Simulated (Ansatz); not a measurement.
# SrLi2SnS4 (I-42m): refractive index against wavelength

The refractive index of SrLi2SnS4 (I-42m) along x below the direct gap (2.67 eV on the mesh) is read from one computed spectrum, n = √(Re ε). x, y and z are the Cartesian axes of the input cell.

Symmetry: I-42m, No. 121, tetragonal system. The conventional cell has a = 6.659 Å, b = 6.659 Å, c = 7.918 Å, α = 90.00°, β = 90.00°, γ = 90.00°. Sn on site a has 4 S at 2.37 Å as nearest neighbours. Sr on site b is surrounded by 8 S at 3.08 to 3.25 Å. S on site i is surrounded by 1 Sn at 2.37 Å and 2 Li at 2.47 Å. Li on site d has 4 S at 2.47 Å as nearest neighbours.

Method: Ansatz 0.2.0, PBE, independent particles, k-mesh 6×6×6 with interpolation inside its cells, Gaussian parameter 0.1 eV.

Launch of the response step: `ansatz run input.yaml --threads 4 --pin off --max-ram 8192MiB --backend cpu --events-out ev --progress --plain --runs-dir out`. The run took 39 s, on 4 threads of Intel(R) Xeon(R) 6975P-C (Granite Rapids), with other jobs on the host.

```tsv
wavelength (nm)	photon energy E (eV)	n
3000	0.413	2.4089
2000	0.620	2.4162
1550	0.800	?
1310	0.946	2.4344
1064	1.165	2.4516
850	1.459	2.4820
700	1.771	2.5260
```

In the single-oscillator model n² − 1 = E₀E_d/(E₀² − E²), so 1/(n² − 1) = E₀/E_d − E²/(E₀E_d) is linear in E².

Working, on the rows shown:

| x = E² (eV²) | y = 1/(n² − 1) |
| --- | --- |
| 0.170801 | 0.208212 |
| 0.384302 | 0.206696 |
| 0.895757 | 0.202992 |
| 1.35784 | 0.199587 |
| 2.12762 | 0.193786 |
| 3.13716 | 0.18585 |

Means: x̄ = 1.3456, ȳ = 0.19952. Σ(x − x̄)(y − ȳ) = -0.04764, Σ(x − x̄)² = 6.328. Slope = -0.04764 / 6.328 = -0.007529; intercept = ȳ − slope · x̄ = 0.20965. Turned back into n, the line misses the rows shown by at most 0.001.

**Question.** Predict the last column of the withheld row from the fit.

**Answer.** At x = 0.63984 the line gives y = 0.20483, that is 2.4253. The run gave 2.4252, so the interpolation is off by 8.3e-05, 0.1 % of the range in the table.

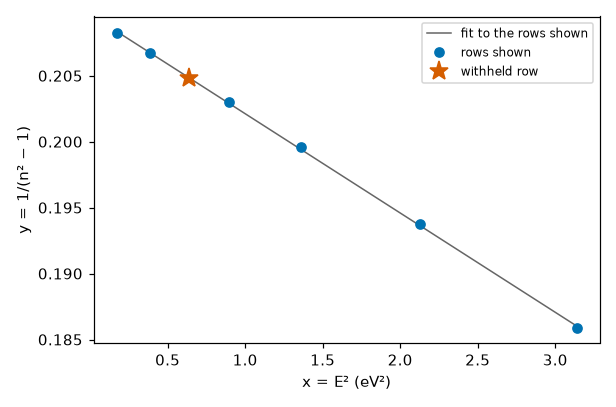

Refitted with all rows, the slope is -0.007531 and the intercept 0.20966. These give E₀ = √(intercept/−slope) = 5.28 eV and E_d = E₀/intercept = 25.2 eV; E₀ is 2.0 times the direct gap. The electronic limit at long wavelengths, without lattice vibrations, is n = √(1 + 1/intercept) = 2.402. Excitons are left out and so are local fields; PBE gaps are as a rule too small. Spin-orbit coupling is left out.

[Logs are printed without paths, hosts, clocks, repeated set-up lines and the standing remarks that a program may print on its own settings, such as how far it seeks lower states.]
